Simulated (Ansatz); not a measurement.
# NH (imidogen) at 6 levels

Aim: a comparison of 6 runs (UPBE/3-21G, UB2PLYP/6-311G**, UB3LYP/6-311G**, UPBE/6-311G**, RPA@PBE/3-21G, UBCCD(T)/6-311G**) of NH (imidogen). 

The results are computed with Ansatz 0.2.0.

56 further runs of the same task are left out: 56 set aside as unsound or not needed.

**1. The molecule**

NH: 2 atoms, total charge 0, spin state triplet. SMILES: `[NH]`. The H2–N1 distance was set to 2.591 Å, away from the relaxed value.

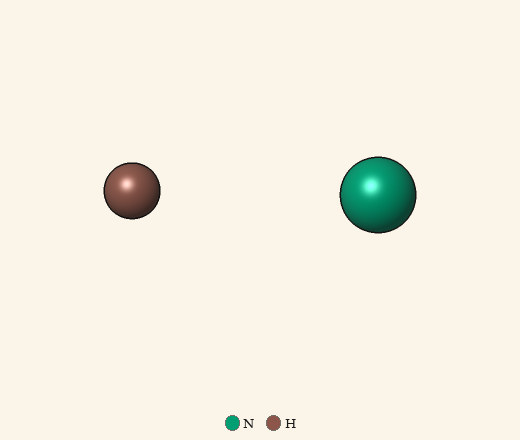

The structure, seen from a chosen angle (nitrogen teal, hydrogen brown).

**2. A single-point energy at UPBE/3-21G (run 1)**

Input file run.yaml:

```yaml
crystal:
  periodic: [false, false, false]
  atoms:
    - {symbol: "N", position_ang: [0.000000, 0.000000, -1.554290]}
    - {symbol: H, position_ang: [0.000000, 0.000000, 1.036210]}
basis:
  gaussian:
    orbitals: 3-21G.json
magnetization:
  spin_polarized: true
  initial_magnetization: 2
hamiltonian:
  xc: {name: PBE}
accuracy: high
```

The basis set 3-21G is read from a file made from the Basis Set Exchange's data (not shown).

The run is started by

```sh
$ ansatz run run.yaml --threads 1 --pin off --max-ram 2610MiB --events-out events.jsonl --progress --plain --runs-dir runs
```

The log of the run:

```text
Warning: RAYON_NUM_THREADS=1 ignored (pool sized by the plan → 1); use --threads N
Functional definition: PBE
  name "PBE"
  parameter kappa = 0.804
  parameter beta = 0.06672455060314922
  exchange = pbe_x(kappa = kappa, mu = beta*pi^2/3)
  correlation = pbe_c(beta = beta)
204 factors; integrals over basis functions are off by at most 3.8e-9 eV
mean field evaluation 1: about -1485.8117 eV, gradient 1.7e1 eV
mean field evaluation 2: about -1473.7248 eV, gradient 3.2e1 eV
mean field evaluation 4: about -1489.0049 eV, gradient 8.7e-1 eV
mean field evaluation 8: about -1489.0284 eV, gradient 5.1e-2 eV
mean field evaluation 16: about -1489.0284 eV, gradient 1.7e-7 eV
mean field evaluation 32: about -1489.0284 eV, gradient 1.9e-6 eV
mean field -1489.02840884 eV, -54.7207847251 hartree, gradient 1.4e-8 eV, S^2 2.915074; 1 other end points of the search recorded, 0 dependent functions left out
reference -1489.02840996 eV, -54.7207847663 hartree; 5, 3 occupied and 6, 8 virtual orbitals, 204 factors
Total energy: -1489.02840996 eV, -54.7207847663 hartree
```

It took 0.66 s on 1 thread of Arm Neoverse V1, shared host.

**3. The energy at UB2PLYP/6-311G(d,p) (run 2)**

Input file input.yaml:

```yaml
crystal:
  periodic: [false, false, false]
  atoms:
    - {symbol: N, position_ang: [0.000000, 0.000000, -1.554290]}
    - {symbol: H, position_ang: [0.000000, 0.000000, 1.036210]}
basis:
  gaussian:
    orbitals: 6-311G_st__st_.json
accuracy: high
correlation:
  frozen_orbitals: {H: 0, "N": 1}
hamiltonian:
  xc: {name: B2PLYP}
magnetization:
  spin_polarized: true
  initial_magnetization: 2
```

The basis set 6-311G** is read from a file made from the Basis Set Exchange's data (not shown).

The run is started by

```sh
$ ansatz run input.yaml --threads 1 --pin off --max-ram 2610MiB --events-out events.jsonl --progress --plain --runs-dir runs
```

The log of the run (excerpt; [...] marks lines left out):

```text
Warning: RAYON_NUM_THREADS=1 ignored (pool sized by the plan → 1); use --threads N
Functional definition: B2PLYP
  name "B2PLYP"
[...]
335 factors; integrals over basis functions are off by at most 4.5e-9 eV
[...]
mean field -1497.57718061 eV, -55.0349462931 hartree, gradient 1.1e-8 eV, S^2 2.962845; 0 other end points of the search recorded, 0 dependent functions left out
1 core orbitals not correlated: weight in the atoms' cores, before any rotation towards them, 1.000 or more for the frozen orbitals, at most 0.000 for the correlated occupied ones
reference -1497.57719689 eV, -55.0349468915 hartree; 4, 2 occupied and 19, 21 virtual orbitals, 335 factors
second order -2.51031103 eV of doubles, -0.00000000 eV of singles
Total energy: -1498.25498087 eV, -55.0598549933 hartree
```

It took 0.62 s on 1 thread of Arm Neoverse V1, shared host.

Run 3 isn't shown in full; the table further down has it.

**4. The energy at UPBE/6-311G(d,p) (run 4)**

Changes to input.yaml since step 3:

```diff
@@ -8,7 +8,2 @@
     orbitals: 6-311G_st__st_.json
-accuracy: high
-correlation:
-  frozen_orbitals: {H: 0, "N": 1}
-hamiltonian:
-  xc: {name: B2PLYP}
 magnetization:
@@ -16 +11,4 @@
   initial_magnetization: 2
+hamiltonian:
+  xc: pbe
+accuracy: high
```

The basis set 6-311G** is read from a file made from the Basis Set Exchange's data (not shown).

The run is started by

```sh
$ ansatz run input.yaml --threads 1 --pin off --max-ram 2610MiB --events-out events.jsonl --progress --plain --runs-dir runs
```

The log of the run (excerpt; [...] marks lines left out):

```text
Warning: RAYON_NUM_THREADS=1 ignored (pool sized by the plan → 1); use --threads N
[... 6 set-up lines as earlier in the session ...]
335 factors; integrals over basis functions are off by at most 4.5e-9 eV
mean field evaluation 1: about -1492.7102 eV, gradient 2.2e1 eV
mean field evaluation 2: about -1477.8334 eV, gradient 4.1e1 eV
mean field evaluation 4: about -1497.3754 eV, gradient 1.8e0 eV
mean field evaluation 8: about -1497.4479 eV, gradient 7.7e-2 eV
mean field evaluation 16: about -1497.4480 eV, gradient 1.7e-6 eV
mean field evaluation 32: about -1497.4480 eV, gradient 1.5e-6 eV
mean field -1497.44799833 eV, -55.0301989321 hartree, gradient 1.6e-8 eV, S^2 2.908521; 1 other end points of the search recorded, 0 dependent functions left out
reference -1497.44800064 eV, -55.0301990168 hartree; 5, 3 occupied and 19, 21 virtual orbitals, 335 factors
Total energy: -1497.44800064 eV, -55.0301990168 hartree
```

Wall time 0.78 s (1 thread of Arm Neoverse V1, shared host).

Run 5 isn't shown in full; the table further down has it.

**5. A single-point energy at UBCCD(T)/6-311G(d,p) (run 6)**

Input file input.yaml:

```yaml
crystal:
  periodic: [false, false, false]
  atoms:
    - {symbol: "N", position_ang: [0.000000, 0.000000, -1.554290]}
    - {symbol: H, position_ang: [0.000000, 0.000000, 1.036210]}
basis:
  gaussian: {orbitals: 6-311G_st__st_.json}
magnetization: {spin_polarized: true, initial_magnetization: 2}
correlation: {method: bccd_t, frozen_orbitals: {H: 0, "N": 1}}
accuracy: high
scf: {omitted_lower_state_checks: [cluster_reference, increment]}
```

The basis set 6-311G** is read from a file made from the Basis Set Exchange's data (not shown).

The run is started by

```sh
$ ansatz run input.yaml --threads 1 --pin off --max-ram 2610MiB --events-out events.jsonl --progress --plain --runs-dir runs
```

The log of the run:

```text
Warning: RAYON_NUM_THREADS=1 ignored (pool sized by the plan → 1); use --threads N
[... 13 lines left out ...]
1 core orbitals not correlated: weight in the atoms' cores, before any rotation towards them, 1.000 or more for the frozen orbitals, at most 0.000 for the correlated occupied ones
[... 35 lines left out ...]
Total energy: -1496.41263718 eV, -54.9921501113 hartree
Checks for a lower state left out: cluster_reference, increment
```

Wall time 0.58 s (1 thread of Arm Neoverse V1, shared host).

**6. The series**

```
run              level  frozen core orbitals  energy (Eh)   ⟨S²⟩  wall time
  1         UPBE/3-21G                     –   -54.720785  2.915     0.66 s
  2   UB2PLYP/6-311G**                     1   -55.059855  2.963     0.62 s
  3    UB3LYP/6-311G**                     –   -55.105079  2.925     0.84 s
  4      UPBE/6-311G**                     –   -55.030199  2.909     0.78 s
  5      RPA@PBE/3-21G                     1   -54.682217  2.915      1.2 s
  6  UBCCD(T)/6-311G**                     1   -54.992150  2.985     0.58 s
```

**7. Outcome**

| quantity | value |
| --- | --- |
| run 6: total energy | -54.99215 Eh |
| run 6: correlation energy (1 core orbital frozen) | -94.5 mEh |
| run 6: (T) correction | -0.99 mEh |
| run 6: ⟨S²⟩ of the reference determinant | 2.985 |

What this shows: Totals of different functionals can't be ranked against each other. Spin contamination of the reference: run 6 ⟨S²⟩ = 2.98, run 2 ⟨S²⟩ = 2.96, run 3 ⟨S²⟩ = 2.92, run 1 ⟨S²⟩ = 2.92, run 5 ⟨S²⟩ = 2.92, run 4 ⟨S²⟩ = 2.91. Where it is this large, the reference is a mixture of spin states, and values that rest on it are in doubt. All runs together took 4.7 s, the longest 1.2 s.
